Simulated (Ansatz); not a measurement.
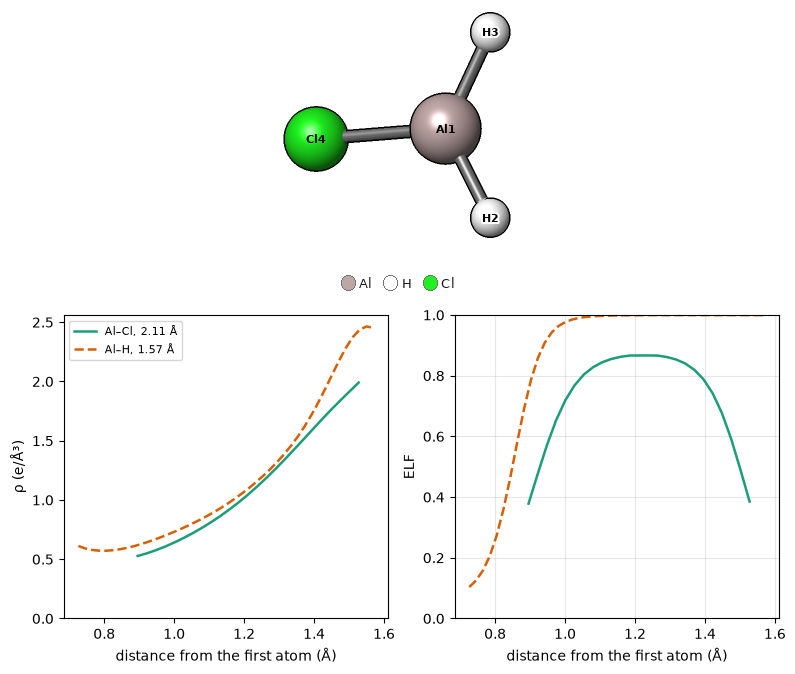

The picture shows: AlClH₂. Total electron density and electron localisation function along straight lines between neighbouring atoms. The curves leave out the atomic cores. The structure is drawn too.

All numbers below come from RKS B3LYP/def2-TZVP in Ansatz 0.2.0.

**Compare the contacts.**

Al–Cl (2.11 Å): ρ at the midpoint is about 0.72 e/Å³; the ELF peaks at about 0.85 in the valence shell of Cl, 0.9 Å from its nucleus, and is about 0.80 at the midpoint.
Al–H (1.57 Å): ρ is about 0.57 e/Å³ halfway; the ELF climbs to about 1 towards the hydrogen.
